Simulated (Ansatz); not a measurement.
**A computed series for W: pressure series**

Start from W in the bcc (W type) structure (space group Im-3m, No. 229; a = 3.169 Å).

Cell and atoms are relaxed at each pressure.

All numbers come from r2SCAN (Ansatz, a quantum-chemistry and plane-wave program), no spin-orbit coupling.

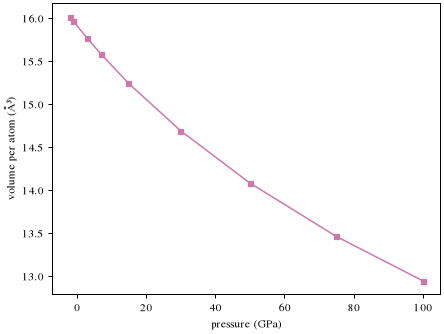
Volume against pressure

Question: Estimate the zero-pressure bulk modulus from the plot.

Answer: About 320 GPa; a third-order Birch–Murnaghan fit to the points gives V₀ = 15.92 Å³/atom, B₀ = 320 GPa and B₀′ = 4.0.

Load acts through the strain it causes; cell and atoms are relaxed under it. No phonon test of stability was made. No other phases were tried under pressure. The final runs are not spin-polarised.
